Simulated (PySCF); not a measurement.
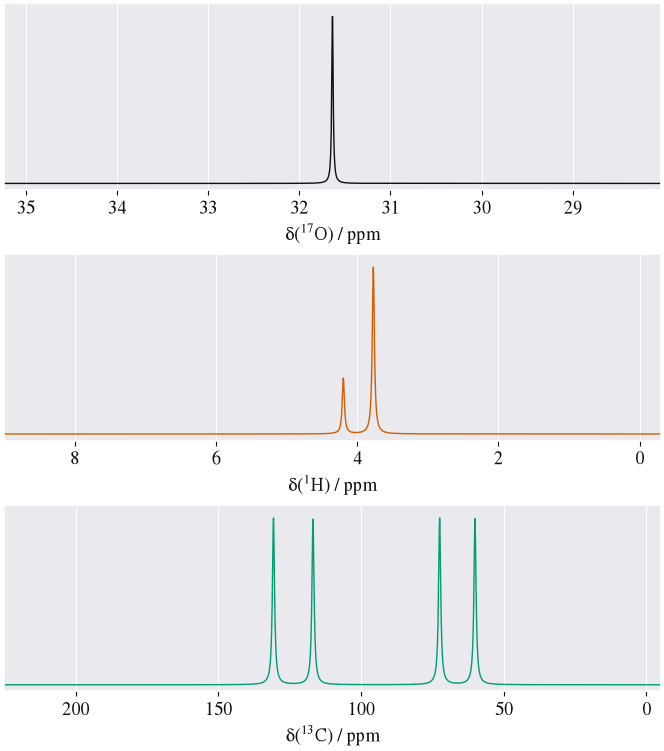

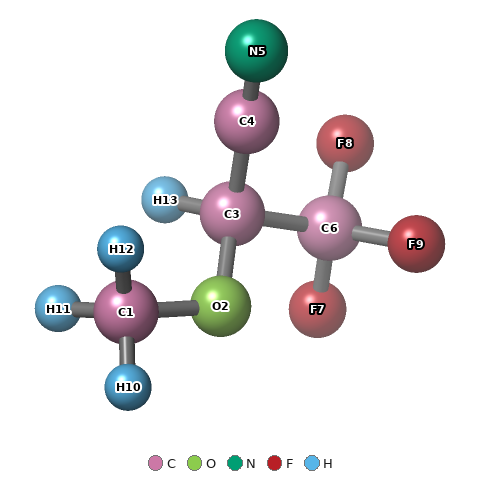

Spectrum and numbered structure of C₄H₄F₃NO, SMILES CO[C@@H](C#N)C(F)(F)F. GIAO shifts, PBE0/pcSseg-1, PySCF 2.14.0, at a GFN2-xTB geometry (no frequency check), against H₂O for ¹⁷O, TMS for ¹H and TMS for ¹³C computed at the same level (¹⁷O: a single water molecule, while the usual scale starts at liquid water and gives values some tens of ppm lower). Gas phase, fully decoupled, line heights follow the number of nuclei, widths are arbitrary (no quadrupolar broadening); values of one conformer, averaged over methyl-type rotors and exact or near symmetry; other conformers aren't averaged in.

**Where does the ¹⁷O line lie?**

At 31.6 ppm (O2).

**Which atoms give which ¹H line?**

| δ (ppm) | nuclei | atoms |
| --- | --- | --- |
| 4.20 | 1 | H13 |
| 3.77 | 3 | H10, H11, H12 |

**Assign the ¹³C signals to the numbered atoms.**

| δ (ppm) | nuclei | atoms |
| --- | --- | --- |
| 130.7 | 1 | C6 |
| 116.8 | 1 | C4 |
| 72.5 | 1 | C3 |
| 60.1 | 1 | C1 |

Note: the tight-binding geometry is rougher than a DFT one and adds to the error.
